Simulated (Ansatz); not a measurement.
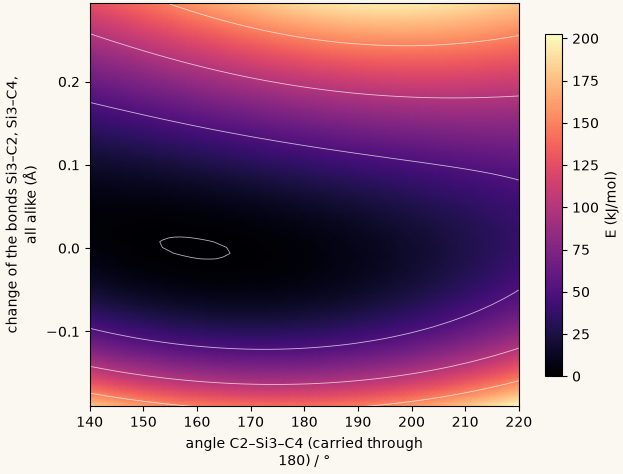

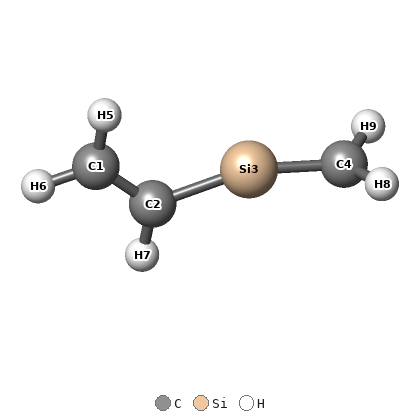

Energy landscape of C3H5Si, SMILES C=C[Si+]=C, charge +1. The first coordinate is: angle C2–Si3–C4 (carried through 180); the second: change of the bonds Si3–C2, Si3–C4, all alike. Nothing is relaxed (all other coordinates rigid). The scan uses a 13 × 13 grid. Points are written as (first, second). Energies: kJ/mol, counted from the lowest grid point. Method: Ansatz, RHF/def2-TZVP.

The picture shows a smooth colour map with a few white contour lines. Between grid points the surface is interpolated. The second picture is the structure at the lowest point.

**What does the map say about the system?**

The lowest grid point is at (160.0°, 0.012 Å). No other kind of well shows on this grid. The highest grid point, (220.0°, −0.190 Å), lies 203 kJ/mol above the lowest.

Grid values (kJ/mol):

```
second ↓, first →  140.0  146.7  153.3  160.0  166.7  173.3  180.0  186.7  193.3  200.0  206.7  213.3  220.0
            0.294    125    136    148    159    170    180    188    193    196    195    192    187    179
            0.254     98    107    117    127    136    144    151    156    159    159    158    154    149
            0.213     72     79     87     95    103    110    116    120    123    125    124    123    120
            0.173     49     55     61     67     73     79     84     88     92     94     95     95     94
            0.133     30     33     37     42     47     52     56     60     64     66     69     70     72
            0.092     14     16     18     21     25     29     32     36     40     44     47     50     54
            0.052      5      5      6      7      9     12     15     19     23     27     32     37     42
            0.012      4      1      0      0      1      3      6      9     13     18     24     30     38
           −0.029     11      7      4      2      2      3      5      9     13     19     26     34     43
           −0.069     30     23     18     15     14     14     16     19     24     31     39     48     59
           −0.110     63     54     48     43     40     40     41     45     50     57     66     77     90
           −0.150    111    101     92     86     83     82     82     86     91     99    109    121    137
           −0.190    180    167    157    149    145    143    143    146    152    161    172    186    203
```

Time for the 169 points that were run: 14 min on 1 thread of Arm Neoverse V1, on a shared host.
